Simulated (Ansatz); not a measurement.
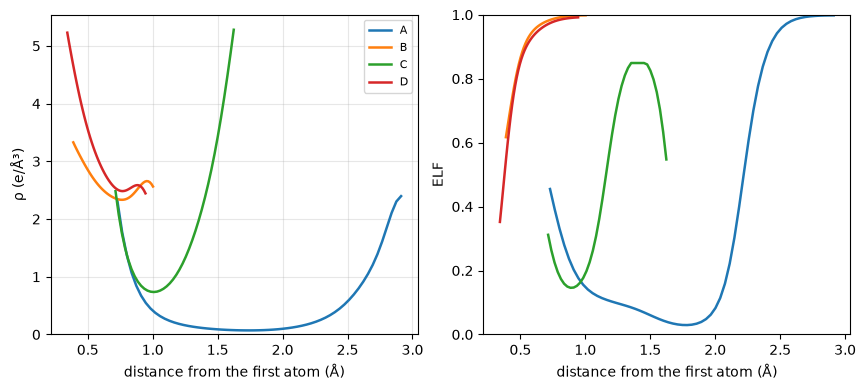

H₄OSn···NH₃. Electron density and ELF along straight lines between neighbouring atoms. The curves leave out the atomic cores.

Core potentials replace the inner electrons of Sn; not at a stationary point (largest force 1.0 eV/Å).

Method: RHF/def2-SVP in Ansatz 0.2.0.

```xyz
10

Sn   -0.1071    0.1523   -0.0020
O    -0.1609    0.1701    1.9652
H    -0.9777   -0.0159    2.4002
H     1.5306    0.3243   -0.4133
H    -1.0104    1.5054   -0.5409
H    -0.8337   -1.2803   -0.5799
N     1.5441   -2.3704    1.3723
H     0.8517   -2.8580    0.8367
H     2.2211   -1.9580    0.7579
H     1.1011   -1.6444    1.9454
```

Which curve belongs to which contact (N–H, O–H, Sn–H and Sn–O)? The first atom named is at distance zero.

Curve A: Sn1···H10 (2.91 Å): the density falls to about 0.07 e/Å³ on the way; the ELF dips to about 0 between them. Curve B: N–H (1.00 Å): ρ at the midpoint is about 2.8 e/Å³; the ELF climbs to about 1 towards the hydrogen, as it does in any bond to H: a covalent bond by its length. Curve C: Sn–O (1.97 Å): the density is about 0.74 e/Å³ at the midpoint; the ELF peaks at about 0.85 in the valence shell of O, 0.6 Å from its nucleus, and drops to about 0.15 between the two atoms. Curve D: O–H (0.94 Å): ρ at the midpoint is about 3.8 e/Å³; the ELF climbs to about 1 towards the hydrogen: an ordinary covalent bond to hydrogen.
